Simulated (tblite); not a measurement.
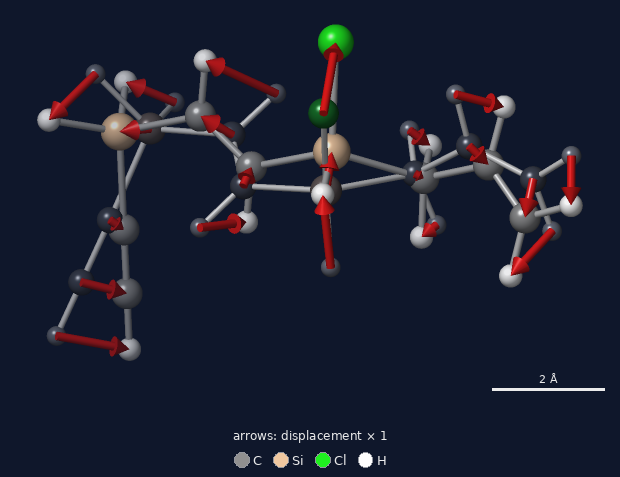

This is a relaxation of C$_{7}$H$_{11}$ClSi$_{2}$. The starting structure is drawn faded, the final one solid; red arrows show the displacements, at their true length. The two geometries are superimposed by the best rigid fit.

A ball-and-stick model, seen from a free direction.

All numbers below come from GFN2-xTB geometry optimisation, gas phase in tblite. 

What happened in the run?

The energy falls by 0.456 eV in 243 geometry steps. The largest move after the best rigid fit is that of the Cl atom, 1.74 Å. Largest moves by element: Cl 1.74 Å, H 1.70 Å, C 0.90 Å, Si 0.71 Å. Near-neighbour distances that change, for instance: Cl–Si 2.101 → 2.027 Å, C–Si 1.826 → 1.883 Å, C–Si 1.800 → 1.851 Å, C–Si 1.866 → 1.915 Å. Bond angles that change, for instance: Si–C–C 105.8° → 111.1°, C–Si–H 107.2° → 111.6°, H–Si–H 107.1° → 111.5°. Groups turn about C–Si by about 85°, C–Si by about 25°, C–Si by about 25°.
